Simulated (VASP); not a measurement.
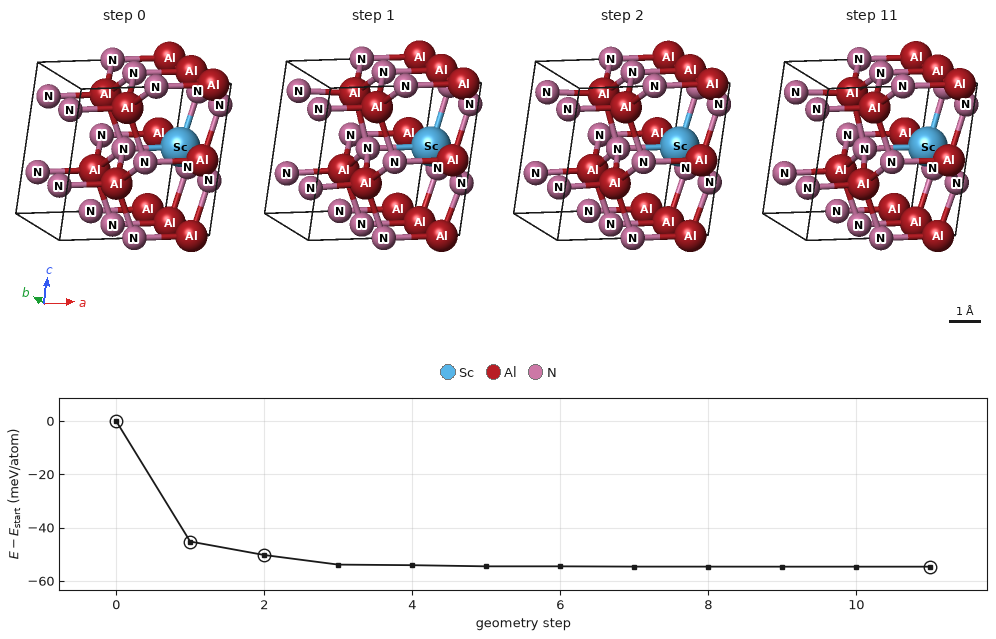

Frames of a relaxation of solid ScAl7N8 (a generated structure, set up in P3m1), marked on the history of the run. The picture is a ball-and-stick view of the cell of the calculation (origin shifted), seen slightly off an axis.

The run lets cell and atoms move.

These are results of Kohn-Sham DFT of a periodic cell, PBE, VASP PAW PBE potentials, recommended in VASP 6.6.1, not measurements.

Input
```
SYSTEM = ScAl7N8
ALGO = Normal
EDIFF = 1E-6
EDIFFG = -0.01
ENCUT = 600
GGA = PE
IBRION = 2
ISIF = 3
ISMEAR = 0
KPAR = 4
LASPH = .True.
LCHARG = .False.
LREAL = .False.
LWAVE = .False.
NELM = 80
NSW = 90
PREC = Accurate
SIGMA = 0.03
```

Run as
```bash
cat potpaw_PBE.64/Sc_sv/POTCAR potpaw_PBE.64/Al/POTCAR potpaw_PBE.64/N/POTCAR > POTCAR
mpirun -np 4 vasp_std > vasp.out
```

> Describe the path.

The atom that moves furthest relative to the cell is an N atom (0.17 Å along −a). Largest moves by element: N 0.17 Å, Sc 0.05 Å, Al 0.04 Å. The drawn cell changes at constant volume: a 5.080 → 5.049 Å (−0.6 %), b = c 6.350 → 6.368 Å (+0.3 %). Among the contacts that change: N–Sc 3.150 → 2.911 Å, N–Sc 1.930 → 2.137 Å, N–Sc 1.932 → 2.043 Å, Al–N 1.932 → 1.881 Å. Among the angles between lasting bonds that change: N–Al–N 110.5° → 104.6°, Sc–N–Al 108.4° → 103.0°, Sc–N–Al 108.4° → 104.0°. The space group stays P3m1 (No. 156). The energy falls by 54.6 meV per atom in 11 geometry steps. Largest force component: 3.6 eV/Å at the start, 0.0042 eV/Å at the end. Pressure: 1.87 GPa at the start and −0.03 GPa at the end. From step 0 to 1: an N atom moves most (0.17 Å), volume +1.9 %, energy −45.2 meV per atom. From step 1 to 2: an N atom moves most (0.04 Å), volume −0.5 %, energy −5.1 meV per atom. From step 2 to 11: an N atom moves most (0.05 Å), volume −1.4 %, energy −4.4 meV per atom.

```csv
step,"E − E(0), meV/atom","largest force component, eV/Å","pressure, GPa","volume, Å³/atom"
0,0.00,3.5643,1.87,11.086
1,-45.20,1.0739,-3.34,11.295
2,-50.26,0.6286,-2.40,11.240
3,-53.86,0.1539,1.53,10.996
4,-54.08,0.2000,0.74,11.043
5,-54.51,0.0682,-0.16,11.093
6,-54.51,0.0694,-0.17,11.093
7,-54.61,0.0384,-0.07,11.086
8,-54.62,0.0400,-0.04,11.082
9,-54.63,0.0141,0.05,11.077
10,-54.63,0.0163,0.04,11.077
11,-54.63,0.0042,-0.03,11.081
```
